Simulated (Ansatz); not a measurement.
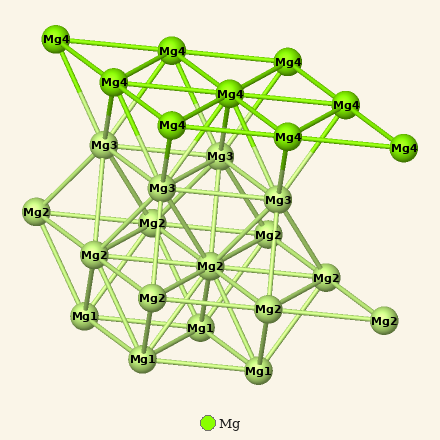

The system is C on a Mg(001) slab cut from the P6_3/mmc phase, its upper half relaxed before the scan (4 atoms of substrate and one adsorbate in a 1 × 1 cell); the picture shows it without the atoms that are moved over the map. C is moved over the surface cell; relaxed at each place: the height of the adsorbate's atoms; substrate rigid; the origin of the map has the adsorbate above Mg4. Places are given modulo a cell vector. The map is drawn in real space over the plane of the surface. Grid: 6 × 6 points; 10 points were computed and 26 follow by symmetry. All energies are given in eV relative to the lowest grid point. With one adsorbate in each 1 × 1 cell, its nearest image is 3.1 Å away, so neighbouring adsorbates interact. Theory: Ansatz 0.2.0, DFT LDA, scalar-relativistic, plane waves, PAW. Settings: cutoff 420 eV, k-mesh 9×9×1, gaussian smearing 0.1 eV, no spin polarisation.

Range: position of C5 along the first surface vector from 0.000 to 0.833; position of C5 along the second surface vector from 0.000 to 0.833.

Q: What will the energy surface look like?

A: The lowest grid point is at a threefold hollow over a second-layer Mg atom, (2/6, 4/6) of the cell vectors. There is a further well near a threefold hollow, (4/6, 2/6) of the cell vectors (0.09 eV above the lowest at that grid point). The highest grid point, the top site over a surface Mg atom, (0/6, 0/6) of the cell vectors, lies 1.70 eV above the lowest. On the interpolated surface the easiest way out of the lowest well to the well at a threefold hollow, (4/6, 2/6) of the cell vectors passes a barrier of about 0.51 eV. At the lowest point the adsorbate has 3 Mg at 2.10 Å as nearest neighbours, at the highest 1 Mg at 2.12 Å. Its relaxed height above the top atom is 1.05 Å at the lowest and 2.12 Å at the highest point.

```csv
"second ↓, first →",0/6,1/6,2/6,3/6,4/6,5/6
5/6,1.56,1.25,0.57,0.57,1.25,1.56
4/6,1.10,0.57,0.00,0.57,1.10,1.27
3/6,0.51,0.57,0.57,0.51,0.62,0.62
2/6,1.10,1.25,1.10,0.62,0.09,0.62
1/6,1.56,1.56,1.27,0.62,0.62,1.27
0/6,1.70,1.56,1.10,0.51,1.10,1.56
```

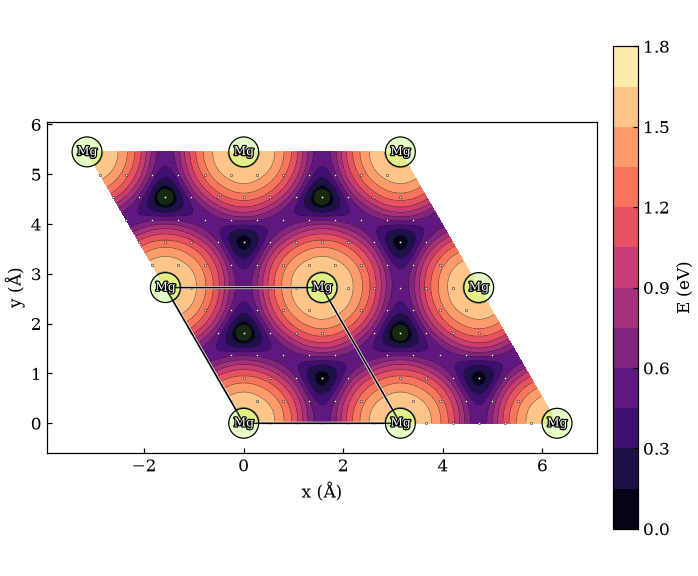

The picture shows filled contours, dots at the grid points, labelled circles for the atoms of the top layer and small ones for the second layer, the outline of one cell of the 2 × 2 shown. Between grid points the surface is interpolated.

Time for the 10 points that were run: 11 min on 1 thread of Arm Neoverse N1 (shared host).
